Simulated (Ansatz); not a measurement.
# BClH2O: the cost of one run

All numbers below are computed with Ansatz 0.2.0 (RKS PBE0-D4/STO-3G).

### Step 1. Starting point

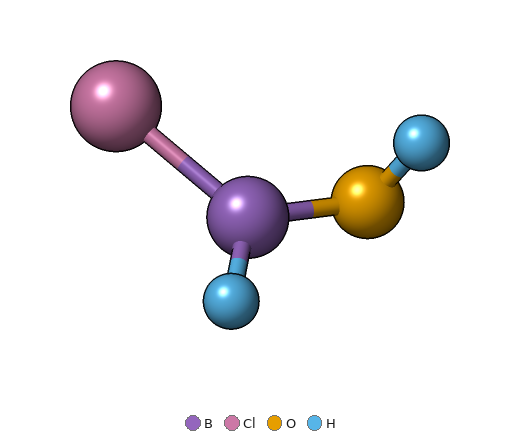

Start, viewed from a chosen angle; boron purple, chlorine pink, oxygen amber, hydrogen blue.

Coordinates:

```xyz
5

B     0.0000    0.0000    0.0000
Cl    0.0000    0.0000    1.8600
O     1.2211    0.0000   -0.7050
H     1.5209   -0.9519   -0.8599
H    -1.0305    0.0000   -0.5950
```

### Step 2. Preparing the start

input.yaml

```yaml
crystal:
  periodic: [false, false, false]
  atoms:
    - { symbol: B, position_ang: [0.0, 0.0, 0.0] }
    - { symbol: Cl, position_ang: [0.0, 0.0, 1.86] }
    - { symbol: O, position_ang: [1.2211, 0.0, -0.705] }
    - { symbol: H, position_ang: [1.5209, -0.9519, -0.8599] }
    - { symbol: H, position_ang: [-1.0305, 0.0, -0.595] }
basis:
  gaussian: { orbitals: STO-3G }
hamiltonian:
  xc: pbe0
  dispersion: d4
relax:
  f_tol: 0.02
  max_steps: 40
output:
  orbitals: {}
```

Run with:

```sh
$ ansatz run input.yaml --threads 1 --pin off --max-ram 2048MiB --backend cpu --events-out ev --progress --plain --runs-dir out
```

**Question.** How long does this run take on 1 thread of Arm Neoverse V1, shared host, and how much memory does it need?

About 9.8 s, with a peak of 0.11 GiB.
